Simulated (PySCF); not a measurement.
## Excited-state calculation, with input and output: C$_{6}$H$_{8}$F$_{2}$

- system: C$_{6}$H$_{8}$F$_{2}$
- method: TDA B97-D/def2-SVPD, vertical, IEF-PCM benzene (non-equilibrium linear response), core orbitals frozen in the response (PySCF 2.14.0)

The geometry comes from this level: GFN2-xTB. It belongs to a series of runs on one base structure; here: solvent benzene; B97-D/def2-SVPD; 12 states, TDA; damp 0.2.

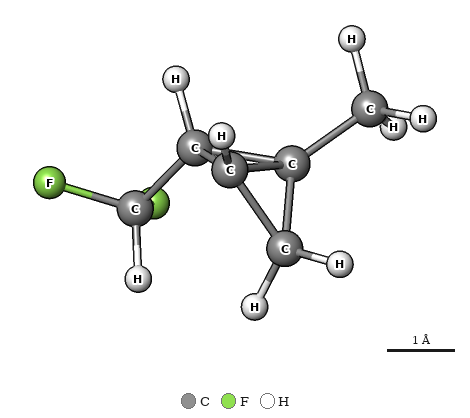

The structure (ball-and-stick view, seen at a tilt).

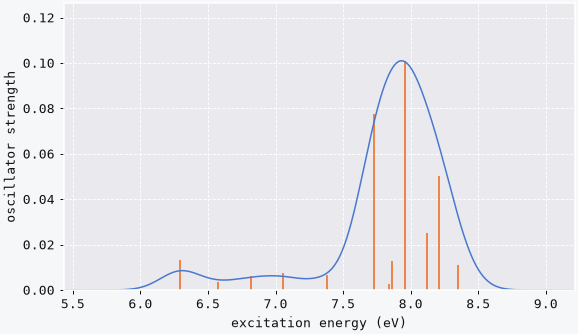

Computed excitations as sticks (degenerate states added up, dark ones marked on the axis), with a Gaussian envelope of 0.35 eV full width at half maximum, scaled to the tallest. Of the 12 states the lowest lies at 6.29 eV (f = 0.013); the strongest line is at 7.96 eV, or 156 nm (f = 0.101).

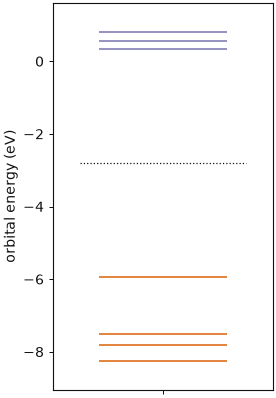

Orbital energies near the frontier; the dotted line parts filled from empty levels, and levels within 0.02 eV of each other stand side by side. Highest filled −5.95 eV, lowest empty 0.35 eV, 6.30 eV apart.

These pictures come from the run below.

Input
```
{"job": {"kind": "uv", "xc": "B97-D", "basis": "def2-SVPD", "solvent": "benzene", "nstates": 12, "ntriplets": 2, "tda": true, "scf": {"damp": 0.2}}, "charge": 0, "multiplicity": 1}
C     -1.699957     0.092713     1.176319
C     -0.615727     0.141112     0.162799
C     -0.644248     0.379339    -1.315264
C      0.262149     1.185509    -0.433384
C      0.872744     0.046603     0.329024
C      1.729191    -1.018407    -0.310766
F      1.520013    -2.223280     0.285906
F      3.043924    -0.734672    -0.114836
H     -2.547056     0.692903     0.848032
H     -2.038116    -0.932500     1.324287
H     -1.345523     0.477609     2.131446
H     -1.520671     0.887563    -1.699838
H     -0.244137    -0.345533    -2.011175
H      0.387415     2.240068    -0.318032
H      1.248079     0.276692     1.324463
H      1.584320    -1.156773    -1.390391
```

The first line tells a small driver script what to run in PySCF; the rest is the geometry in Å.

Launched with:
```bash
OMP_NUM_THREADS=1 python <driver script> task.json out
```

Log
```
damping 0.20 in the first 6 cycles
final grid: 133432 points
cycle   1  E = -432.3815314294  dE =  9.948e-01  |g| = 7.480e-01  |ddm| = 7.086e+00
cycle   2  E = -432.3591062912  dE =  2.243e-02  |g| = 8.638e-01  |ddm| = 1.968e+00
cycle   3  E = -432.3189611568  dE =  4.015e-02  |g| = 9.883e-01  |ddm| = 2.105e+00
cycle   4  E = -432.2076367392  dE =  1.113e-01  |g| = 1.291e+00  |ddm| = 2.525e+00
cycle   5  E = -432.0943778589  dE =  1.133e-01  |g| = 1.499e+00  |ddm| = 3.061e+00
cycle   6  E = -430.7257848925  dE =  1.369e+00  |g| = 3.191e+00  |ddm| = 5.476e+00
cycle   7  E = -428.8435194635  dE =  1.882e+00  |g| = 4.253e+00  |ddm| = 9.174e+00
cycle   8  E = -432.4394399469  dE = -3.596e+00  |g| = 4.738e-01  |ddm| = 6.902e+00
cycle   9  E = -432.4182419012  dE =  2.120e-02  |g| = 5.614e-01  |ddm| = 1.914e+00
cycle  10  E = -432.4931899164  dE = -7.495e-02  |g| = 6.062e-02  |ddm| = 1.026e+00
cycle  11  E = -432.4939009151  dE = -7.110e-04  |g| = 2.751e-02  |ddm| = 1.525e-01
cycle  12  E = -432.4940747186  dE = -1.738e-04  |g| = 5.533e-03  |ddm| = 5.530e-02
cycle  13  E = -432.4940800717  dE = -5.353e-06  |g| = 1.911e-03  |ddm| = 1.303e-02
cycle  14  E = -432.4940807100  dE = -6.383e-07  |g| = 4.662e-04  |ddm| = 4.332e-03
cycle  15  E = -432.4940807465  dE = -3.652e-08  |g| = 2.325e-04  |ddm| = 1.639e-03
cycle  16  E = -432.4940807589  dE = -1.241e-08  |g| = 5.800e-05  |ddm| = 6.433e-04
cycle  17  E = -432.4940807597  dE = -7.708e-10  |g| = 1.348e-05  |ddm| = 2.061e-04
converged SCF energy = -432.4940807597

Static polarisability (au): isotropic 79.645, principal 72.684 80.021 86.231

Singlet excitations
state   eV       nm        f      main configurations
  1   6.2949    197.0   0.01323   H->L 1.00
  2   6.5706    188.7   0.00339   H->L+1 0.92
  3   6.8163    181.9   0.00628   H->L+2 0.88
  4   7.0568    175.7   0.00748   H->L+3 0.89, H->L+4 0.10
  5   7.3787    168.0   0.00649   H->L+5 0.99
  6   7.7303    160.4   0.07765   H->L+4 0.48, H->L+6 0.27, H->L+7 0.10
  7   7.8390    158.2   0.00277   H->L+6 0.67, H->L+7 0.14, H->L+4 0.10
  8   7.8614    157.7   0.01289   H-1->L 0.94
  9   7.9578    155.8   0.10097   H->L+7 0.73, H->L+4 0.14
 10   8.1212    152.7   0.02516   H-1->L+1 0.94
 11   8.2062    151.1   0.05002   H-2->L 0.96
 12   8.3485    148.5   0.01109   H->L+8 0.51, H-1->L+2 0.46

Triplet excitations (Tamm-Dancoff, eV): 6.2926 6.3349
```

Summary

```json
{"quantity": "outcome", "value": "converged"}
{"quantity": "total energy", "value": "−432.494081 hartree"}
{"quantity": "HOMO", "value": "−5.95 eV"}
{"quantity": "LUMO", "value": "0.35 eV"}
{"quantity": "dipole moment", "value": "3.34 D"}
{"quantity": "mean polarisability", "value": "79.65 a.u."}
{"quantity": "lowest singlet excitation", "value": "6.29 eV"}
{"quantity": "hardware", "value": "1 CPU thread, shared host"}
{"quantity": "wall time", "value": "42 s"}
{"quantity": "peak memory", "value": "0.85 GiB"}
```

Settings chosen away from the usual ones: solvent benzene; B97-D/def2-SVPD; 12 states, TDA; damp 0.2.
